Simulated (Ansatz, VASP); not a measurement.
**Cross-check of OsO between VASP and Ansatz**

Aim: how closely do two programs agree when they are given the same cell, functional and k mesh? The cell is generated by rule, not measured, and may not be a known phase. The cell comes out of the VASP series on this material, whose earlier steps may have relaxed, scaled or displaced it; both programs get it as it stands.

Method: plane waves, with VASP 6.6.1 beside it; relaxation of cell and atoms at PBE, in Ansatz 0.2.0.

**1. Starting point**

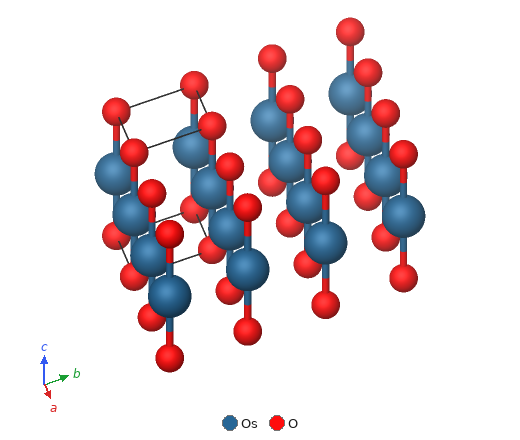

The cell as given, from a free direction (osmium blue, oxygen red). 3×3×1 cells are drawn. Some periodic images of atoms are drawn too.

**2. VASP: relaxation of cell and atoms, PBE**

The relaxed volume is the usual yardstick between codes: its relative difference is about their pressure difference at one cell divided by the bulk modulus.

Lines of VASP's logs that name or quote its potential files are left out, and so is its time.

INCAR

```
SYSTEM = OsO
PREC = Accurate
ENCUT = 520
EDIFF = 1E-06
NELM = 100
ISMEAR = -1
SIGMA = 0.05
LREAL = .FALSE.
ALGO = Normal
GGA = PE
LORBIT = 11
LWAVE = .FALSE.
LCHARG = .FALSE.
IBRION = 2
NSW = 60
ISIF = 3
EDIFFG = -0.01
```

POSCAR

```
OsO
1.0
    2.7823419603      0.0000000000      0.0000000000
   -1.3911709801      2.4095788179      0.0000000000
    0.0000000000      0.0000000000      3.7038629063
Os O
1 1
Direct
    0.0000000000      0.0000000000      0.5000000000
    0.0000000000      0.0000000000      0.0000000000
```

KPOINTS

```
Automatic mesh
0
Gamma
9 9 6
0 0 0
```

Potentials, in the order of the species: Os and O (PBE family, release 64).

Command:

```sh
$ mpirun -np 1 vasp_std
```

Numbers of over 12 decimals in the logs are rounded to 6 here.

Output:

```text
[banner, memory and clock lines left out]
running    1 mpi-ranks, on    1 nodes
 distrk:  each k-point on    1 cores,    1 groups
 distr:  one band on    1 cores,    1 groups

 POSCAR found type information on POSCAR OsO
 POSCAR found :  2 types and       2 ions
 LDA part: xc-table for (Slater+PW92), standard interpolation
 POSCAR, INCAR and KPOINTS ok, starting setup
 FFT: planning ... GRIDC
 FFT: planning ... GRID_SOFT
 FFT: planning ... GRID
 WAVECAR not read
 entering main loop
       N       E                     dE             d eps       ncg     rms          rms(c)
DAV:   1     0.751918105516E+02    0.75192E+02   -0.69571E+03  1056   0.121E+03
DAV:   2    -0.145468282935E+02   -0.89739E+02   -0.82776E+02  1121   0.318E+02
DAV:   3    -0.194416878328E+02   -0.48949E+01   -0.46575E+01  1237   0.644E+01
DAV:   4    -0.195025273644E+02   -0.60840E-01   -0.60554E-01  1179   0.761E+00
DAV:   5    -0.195030481237E+02   -0.52076E-03   -0.52058E-03  1239   0.617E-01    0.308E+01
DAV:   6    -0.176634060064E+02    0.18396E+01   -0.18218E+01  1367   0.365E+01    0.104E+01
DAV:   7    -0.172346706398E+02    0.42874E+00   -0.53023E+00  1511   0.199E+01    0.106E+01
DAV:   8    -0.170929116404E+02    0.14176E+00   -0.78137E-01  1526   0.839E+00    0.542E-01
DAV:   9    -0.170891348359E+02    0.37768E-02   -0.33950E-02  1146   0.199E+00    0.637E-01
DAV:  10    -0.170888334857E+02    0.30135E-03   -0.21573E-03  1224   0.486E-01    0.143E-01
DAV:  11    -0.170887355081E+02    0.97978E-04   -0.25031E-04  1356   0.169E-01    0.318E-02
DAV:  12    -0.170887363758E+02   -0.86768E-06   -0.19248E-05  1149   0.442E-02    0.439E-03
DAV:  13    -0.170887359762E+02    0.39954E-06   -0.73154E-07   663   0.856E-03
   1 F= -.17088736E+02 E0= -.17082614E+02  d E =-.170887E+02
[...]
2 F= -.17087245E+02 E0= -.17081922E+02  d E =0.149083E-02
[...]
3 F= -.17089002E+02 E0= -.17083125E+02  d E =-.265884E-03
[...]
4 F= -.17088941E+02 E0= -.17083254E+02  d E =0.613319E-04
 trial-energy change:    0.000061  1 .order    0.000057   -0.000484    0.000599
 step:   0.3827(harm=  0.3827)  dis= 0.00000  next Energy=   -17.089110 (dE=-0.108E-03)
 bond charge predicted
       N       E                     dE             d eps       ncg     rms          rms(c)
DAV:   1    -0.170900394830E+02   -0.10991E-02   -0.22153E-02  1089   0.149E+00    0.225E-01
DAV:   2    -0.170892749745E+02    0.76451E-03   -0.28666E-03  1156   0.512E-01    0.159E-01
DAV:   3    -0.170891364871E+02    0.13849E-03   -0.65545E-04  1476   0.277E-01    0.429E-02
DAV:   4    -0.170891081927E+02    0.28294E-04   -0.10218E-04  1185   0.933E-02    0.102E-02
DAV:   5    -0.170891101024E+02   -0.19097E-05   -0.51008E-06  1092   0.210E-02    0.392E-03
DAV:   6    -0.170891102974E+02   -0.19496E-06   -0.51847E-07   543   0.722E-03
   5 F= -.17089110E+02 E0= -.17083320E+02  d E =-.108438E-03
 curvature:  -0.25 expect dE=-0.176E-07 dE for cont linesearch -0.107E-07
 trial: gam=-0.01080 g(F)=  0.206E-63 g(S)=  0.695E-07 ort = 0.564E-05 (trialstep = 0.762E+00)
 search vector abs. value=  0.351E-07
 reached required accuracy - stopping structural energy minimisation
```

OUTCAR, selected parts (step 2):

```text
ion  position               nearest neighbor table
   1  0.000  0.000  0.500-   2 1.85   2 1.85
   2  0.000  0.000  0.000-   1 1.85   1 1.85

  LATTYP: Found a hexagonal cell.
 ALAT       =     2.7823419603
 C/A-ratio  =     1.3312033385

 Subroutine GETGRP returns: Found 24 space group operations
 (whereof 24 operations were pure point group operations)

The static configuration has the point symmetry D_6h.

 Found     48 irreducible k-points:

   k-points           NKPTS =     48   k-points in BZ     NKDIM =     48   number of bands    NBANDS=     11

   dimension x,y,z NGX =    24 NGY =   24 NGZ =   28
   dimension x,y,z NGXF=    48 NGYF=   48 NGZF=   56

   ENCUT  =  520.0 eV  38.22 Ry    6.18 a.u.   5.17  5.17  6.89*2*pi/ulx,y,z

   NELECT =      14.0000    total number of electrons

 k-points in reciprocal lattice and weights: Automatic mesh
   0.00000000  0.00000000  0.00000000       0.002
   0.11111111  0.00000000  0.00000000       0.012
   0.22222222  0.00000000  0.00000000       0.012
   0.33333333 -0.00000000  0.00000000       0.012
   0.44444444  0.00000000  0.00000000       0.012
   0.11111111  0.11111111  0.00000000       0.012
   0.22222222  0.11111111  0.00000000       0.025
   0.33333333  0.11111111  0.00000000       0.025
   0.44444444  0.11111111  0.00000000       0.012
[...]
0.33333333  0.22222222  0.50000000       0.025
   0.33333333  0.33333333  0.50000000       0.004

 average (electrostatic) potential at core
       1 -47.0889       2 -71.2107

 E-fermi :   6.0868

 k-point     1 :       0.0000    0.0000    0.0000
  band No.  band energies     occupation
    ...
      5       3.1871      2.00000
      6       3.6652      2.00000
      7       3.6652      2.00000
      8       5.7684      1.99657
      9       5.7684      1.99657
     10      10.1702      0.00000
     11      14.6356      0.00000

 k-point     2 :       0.1111    0.0000    0.0000
  band No.  band energies     occupation
    ...
      5       3.0802      2.00000
      6       3.4840      2.00000
      7       4.0862      2.00000
      8       5.2346      2.00000
      9       5.6743      1.99948
     10      10.2347      0.00000
     11      15.4834      0.00000

 k-point     3 :       0.2222    0.0000    0.0000
  band No.  band energies     occupation
    ...
      5       2.8895      2.00000
      6       3.6335      2.00000
      7       4.1202      2.00000
      8       5.1754      2.00000
      9       5.4436      1.99999
     10      10.3717      0.00000
     11      17.4064      0.00000

  Total        0.0007648      0.0007648      0.0013085      0.0000000     -0.0000000      0.0000000
  in kB        0.0492037      0.0492037      0.0841789      0.0000000     -0.0000000      0.0000000
  external PRESSURE =       0.0608621 kB  Pullay stress =       0.0000000 kB

  energy-cutoff  :      520.00
  volume of cell :       24.90
      direct lattice vectors                 reciprocal lattice vectors
     2.787886121  0.000000000  0.000000000     0.358694709  0.207092487 -0.000000000
    -1.393943060  2.414380202 -0.000000000    -0.000000000  0.414184974 -0.000000000
     0.000000000  0.000000000  3.699885084    -0.000000000  0.000000000  0.270278665

 POSITION                                       TOTAL-FORCE (eV/Angst)
 -----------------------------------------------------------------------------------
      0.00000      0.00000      1.84994         0.000000      0.000000      0.000000
      0.00000      0.00000      0.00000        -0.000000     -0.000000      0.000000
 -----------------------------------------------------------------------------------
    total drift:                                0.000000     -0.000000     -0.000000

  FREE ENERGIE OF THE ION-ELECTRON SYSTEM (eV)
  ---------------------------------------------------
  free  energy   TOTEN  =       -17.0891102974 eV

  energy  without entropy=      -17.0775304133  energy(sigma->0) =      -17.08332036

 reached required accuracy - stopping structural energy minimisation

 total charge
# of ion       s       p       d       tot
------------------------------------------
    1        0.674   0.760   5.964   7.397
    2        1.573   3.433   0.000   5.006
--------------------------------------------------
tot          2.247   4.192   5.964  12.403

[... 3 further parts left out ...]
```

CONTCAR:

```
OsO
   1.00000000000000
     2.7878861209392500    0.0000000000001152    0.0000000000000000
    -1.3939430604194258    2.4143802018458147   -0.0000000000000000
     0.0000000000000000    0.0000000000000000    3.6998850836149670
  Os              O
     1     1
Direct
     0.0000000000000000    0.0000000000000000    0.5000000000000000
     0.0000000000000000    0.0000000000000000    0.0000000000000000
```

**3. Ansatz: relaxation of cell and atoms, PBE**

Ansatz runs on its default PAW (the set named soft_2) files.

The same cell, functional, mesh and smearing now go to Ansatz, which takes its cutoff from its data sets.

input.yaml

```yaml
crystal:
  lattice:
    - [2.7823419603, 0.0, 0.0]
    - [-1.3911709801, 2.4095788179, 0.0]
    - [0.0, 0.0, 3.7038629063]
  atoms:
    - { symbol: Os, position: [0.0, 0.0, 0.5] }
    - { symbol: O, position: [0.0, 0.0, 0.0] }
hamiltonian:
  xc: pbe
  pseudopotentials: { kind: paw }
kpoints:
  mp_grid: { grid: [9, 9, 6] }
scf:
  occupations: { method: fermi_dirac, width: 0.05 }
relax:
  f_tol: 0.01
  max_steps: 60
  cell: { stress_tol: 0.05 }
output:
  forces: true
  stress: true
```

Command:

```sh
$ ansatz run input.yaml --threads 4 --pin off --max-ram 9216MiB --backend cpu --events-out ev --progress --plain --runs-dir out
```

Output:

```text
Engine: ansatz 0.2.0, aarch64-unknown-linux-gnu
Pseudopotentials: kind: paw
Pseudopotential: Os, paw, valence charge 16, recommended cutoff 420 eV (normal), Os.paw.azcp
Pseudopotential: O, paw, valence charge 6, recommended cutoff 420 eV (normal), O.paw.azcp
Functional definition: PBE
  parameter kappa = 0.804
  parameter beta = 0.066725
  exchange = pbe_x(kappa = kappa, mu = beta*pi^2/3)
  correlation = pbe_c(beta = beta)
Crystal: 2 atoms, lattice volume = 24.832 Å³
Basis set: ecut = 420 eV, 481 PW (Γ), exchange–correlation on 40×40×50 points (8 copies of the dense FFT grid, shifted against one another)
Bands: 15, of which v1, the nominal top of the filled ones, is band 11 counted from 1 (10 counted from 0)
Symmetry: 24 space group operations
Space group: P6/mmm (ITA 191), of the structure as read, at distance tolerance 2.9e-5 Å
k-points: 48 of 486
Non-local potential: Os, projectors of the file, l = 0: 3, l = 1: 2, l = 2: 2, l = 3: 1
Non-local potential: O, projectors of the file, l = 0: 2, l = 1: 2, l = 2: 1
PAW form: soft (Blöchl's): semilocal exchange-correlation on the pseudo side does not see the compensation charge
PAW one-centre angular grid: Os, 590 points (default); XC on 64 Gauss nodes
PAW one-centre angular grid: O, 110 points (default); XC on 64 Gauss nodes
Initial density: superposition of atomic densities (neutral atoms: chi_scale 0, normalization atom), corrected by the library's trained network
Initial wavefunctions: pseudopotential atomic-orbital guess
Functional: x = pbe(κ = 0.804, μ = 0.219515), c = pbe(β = 0.066725)
SCF iter   1: F=—  HF=-11950.477308 eV  |F-HF|=—  |Δ(HF+E_count)|=         —  Δρ=1.51e-2  dr2=7.43e-2  ethr=1.77e-3  ⟨swp⟩=5.2  Hψ=3573  notcnv=0
preconditioner: auto → none  [metal: Δε(μ)=0.037 eV  Ē_g=11.685 eV  σ=0.050 eV  W_gap=0.18  n_scr=8 (ndim 8)  ℏωp=27.9 eV  f_vac=0.000  D(μ)=1.61/eV (n_scr^D=22)  sad-step TF]
SCF iter   2: F=—  HF=-11950.472322 eV  |F-HF|=—  |Δ(HF+E_count)|=   4.99e-3  Δρ=1.08e-2  dr2=4.26e-2  ethr=3.38e-4  ⟨swp⟩=1.1  Hψ=1109  notcnv=0
SCF iter   3: F=—  HF=-11950.464178 eV  |F-HF|=—  |Δ(HF+E_count)|=   8.14e-3  Δρ=1.30e-3  dr2=4.80e-4  ethr=1.94e-4  ⟨swp⟩=2.2  Hψ=1002  notcnv=0
SCF iter   4: F=—  HF=-11950.464089 eV  |F-HF|=—  |Δ(HF+E_count)|=   8.97e-5  Δρ=3.03e-4  dr2=1.81e-5  ethr=2.18e-6  ⟨swp⟩=2.4  Hψ=1181  notcnv=0
SCF iter   5: F=—  HF=-11950.463580 eV  |F-HF|=—  |Δ(HF+E_count)|=   5.08e-4  Δρ=5.83e-5  dr2=3.10e-7  ethr=8.23e-8  ⟨swp⟩=2.0  Hψ=1206  notcnv=0
SCF iter   6: F=-11950.463581 eV  HF=-11950.463581 eV  |F-HF|=6.28e-9  |Δ(HF+E_count)|=   1.56e-7  Δρ=1.23e-5  dr2=1.27e-8  ethr=4.55e-10  ⟨swp⟩=4.1  Hψ=2322  notcnv=0
SCF 1 converged in 6 iterations: F = -11950.463581 eV  dr2 = 1.27e-8
  greatest PAW one-centre occupation: 1.000 electrons in one spin orbital (limit 2), on the Os atom at site 0 (counted from 0), in its partial waves of l = 0
relax step   1: F+E_penalty+E_count = -11950.46358064 eV  Δ(F+E_penalty+E_count) = +0.000e0 eV  max|allowed force component| = 1.289e-31 eV/Å  Δτ_max = 0.0000 Å  P = -1.822 GPa  Ω = 24.832 Å³  (6 SCF iters, dr2 threshold 1.00e-7 eV, accepted)
[...]
relax step   2: F+E_penalty+E_count = -11950.46579737 eV  Δ(F+E_penalty+E_count) = -2.217e-3 eV  max|allowed force component| = 1.310e-31 eV/Å  Δτ_max = 0.0000 Å  P = -1.176 GPa  Ω = 24.974 Å³  energy of the carried Pulay correction = -5.282e-4 eV  (6 SCF iters, dr2 threshold 2.00e-7 eV, accepted)
[...]
relax step   3: F+E_penalty+E_count = -11950.46680530 eV  Δ(F+E_penalty+E_count) = -1.008e-3 eV  max|allowed force component| = 6.882e-32 eV/Å  Δτ_max = 0.0000 Å  P = +0.378 GPa  Ω = 24.804 Å³  energy of the carried Pulay correction = +2.773e-5 eV  (6 SCF iters, dr2 threshold 2.00e-7 eV, accepted)
[...]
relax step   4: F+E_penalty+E_count = -11950.46672883 eV  Δ(F+E_penalty+E_count) = +7.647e-5 eV  max|allowed force component| = 4.677e-30 eV/Å  Δτ_max = 0.0000 Å  P = -0.006 GPa  Ω = 24.840 Å³  energy of the carried Pulay correction = -8.679e-5 eV  (6 SCF iters, dr2 threshold 2.00e-7 eV, accepted)
[...]
relax step   5: F+E_penalty+E_count = -11950.46676748 eV  Δ(F+E_penalty+E_count) = -3.865e-5 eV  max|allowed force component| = 4.580e-30 eV/Å  Δτ_max = 0.0000 Å  P = +0.000 GPa  Ω = 24.840 Å³  stress off target by 3.77e-2 GPa  SCF on the basis re-selected at this cell (its energy is not comparable with the rows above)  (8 SCF iters)
basis re-selected at this cell: Δ(F+E_penalty+E_count) = -3.865e-5 eV, ΔP = +0.006 GPa vs the last step (what re-selecting the basis moved, of the pressure what is left beyond the Pulay correction that the steps carried, after the strain that the cell walked since its last selection, with what the two solves' SCF thresholds leave and, on support functions, any second-order correction that the steps lacked; it is no m [...]
SCF converged after 8 iterations
Free energy (F): -11950.466767 eV
Harris-Foulkes:  -11950.466767 eV  (|F-HF|=5.46e-12)
Internal energy: -11950.455437 eV  (E = F + TS)
E sigma→0 (E₀):  -11950.461102 eV
Entropy (-TS):   -0.011330 eV (-5.665 meV/atom)
Fermi energy:    16.425689 eV
--- Per-component energies (eV) ---
  E_band       = -186.277405
  E_kinetic    = 732.738391
  E_local      = -1466.612168  (includes V_loc(G=0)·N_el)
  E_nonlocal   = 46.966472
  E_hartree    = 559.953793
  E_xc         = -337.719983
  E_vxc        = -374.548818  (∫ρ·V_xc dr)
  E_paw        = -9169.615378  (= ΣΔE_a)
  E_vpaw       = -244.731121  (= ΣTr[D̂ρ^β])
  E_aug_tail   = 0.002253  (compensation charges beyond the density's cutoff)
  E_ewald      = -2316.168817
  E_smearing   = -0.011330  (= −TS)
  E_closure    = -0.000000  (closes the sum)
  Σ components = -11950.466767   (vs F -11950.466767, Δ=0.00e0)
--- Forces (eV/Å), atoms counted from 1 ---
  atom   1  Os    -0.00000000    -0.00000000     0.00000000
  atom   2  O      0.00000000     0.00000000     0.00000000
  max |Σ_I F_I| component: 7.67e-30 eV/Å
--- Stress (GPa, compression-positive) ---
        0.019105       0.000000       0.000000
        0.000000       0.019105      -0.000000
        0.000000      -0.000000      -0.037663
  P = ⅓ Tr σ = 0.0002 GPa (0.002 kbar)
--- Relaxed structure (4 steps of the walk, 4 accepted, 1 SCFs on fresh bases) ---
  F+E_penalty+E_count = -11950.46676748 eV   max|allowed force component| = 4.580e-30 eV/Å   (the final SCF, on the basis selected at the relaxed cell)
  cell:  # Å, volume = 24.8397 Å³
    - [2.789766, -2.8944557529820055e-11, 0.0]
    - [-1.394883, 2.416009, 0.0]
    - [0.0, 0.0, 3.685368]
  atoms:
    - { symbol: Os, position: [0, 0, 0.5] }
    - { symbol: O, position: [0, 0, 0.0] }
```

Run time: 2.3 s. Hardware: 4 threads of Arm Neoverse V1, shared host; peak memory 0.3 GiB; 6.6 s of CPU time.

**4. Comparison**

Known differences besides the PAW data sets themselves: both relaxations stop at a tolerance, which leaves soft axes loose, and VASP keeps its plane-wave basis; the data sets hold 22 valence electrons in Ansatz (default PAW (the set named soft_2) files) and 14 in VASP; the cutoff is 420 eV in Ansatz and 520 eV in VASP; VASP leaves aspherical gradient terms in its spheres out (LASPH is not set), Ansatz keeps them; Ansatz adds a Pulay correction to the stress that steers its cell, VASP none. Total energies have different zeros and are not compared.

Both answers:

| quantity | Ansatz | VASP | difference |
| --- | --- | --- | --- |
| volume (Å³) | 24.84 | 24.90 | -0.26 % |
| edge a after relaxation, in the typed setting (Å) | 2.790 | 2.788 | +0.07 % |
| edge c after relaxation, in the typed setting (Å) | 3.685 | 3.700 | -0.39 % |

The walks stopped with 0.00 GPa left in Ansatz and 0.01 GPa in VASP; each walk ends within a tolerance, so the volume difference is uncertain by about these residues over the bulk modulus, most in soft cells.

**5. Outcome**

- difference in edge c after relaxation, in the typed setting (relaxation of cell and atoms, PBE): -0.39 %

The difference in edge c after relaxation, in the typed setting is -0.39 % (relaxation of cell and atoms, PBE), within the 1.2 % picked in this series as the mark of a large difference, as far as the stopping tolerances let one tell. How closely two codes agree says nothing of how well the functional describes the real material.

[Lines on the potential files, build, host, timing and source positions are cut from VASP's logs without a mark.]

[Logs are printed without paths, hosts, clocks, repeated set-up lines and the standing remarks that a program may print on its own settings, such as how far it seeks lower states.]

[Hosts, paths, dates, database ids (printed as entryN), source tags and the programs' standing remarks are cut or masked in the printed files.]
